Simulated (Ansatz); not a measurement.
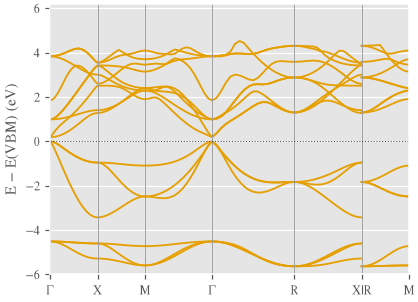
Figure. Band structure from plane-wave PAW r²SCAN (Ansatz code)

### Question
Read off the gap and where the band edges lie.

### Answer
About 0.2 eV (0.19 eV by a search for the band edges); maximum at Γ, minimum at Γ.

The material is Ca3PbO (anti-perovskite, space group No. 221).

Space group Pm-3m (anti-perovskite). The workflow started from an entry of the Crystallography Open Database (COD). Whether it is the stable phase at ambient conditions was not checked. Symmetry was held in the r²SCAN relaxation; its stability against distortions is not shown here. Scalar-relativistic: spin–orbit coupling is off unless named, which matters more the heavier the elements.

Potentials: the later of the program's two PAW sets.
